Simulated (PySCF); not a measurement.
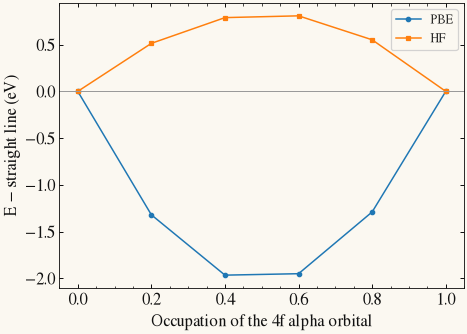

One 4f alpha orbital of Pr²⁺ ([Xe] 4f³) is emptied in steps. The plot gives the energy less the straight line between the integer ends. PySCF, def2-SVP with a 28-electron core potential, unrestricted single determinants, no spin-orbit coupling.

### Describe the curvature of each method.

PBE: convex (delocalisation error), largest departure −2.0 eV, removal energy 22.81 eV; HF: concave (localisation error), largest departure 0.81 eV, removal energy 19.49 eV. The measured removal energy is 21.62 eV. The exact energy is a straight line between whole electron numbers.
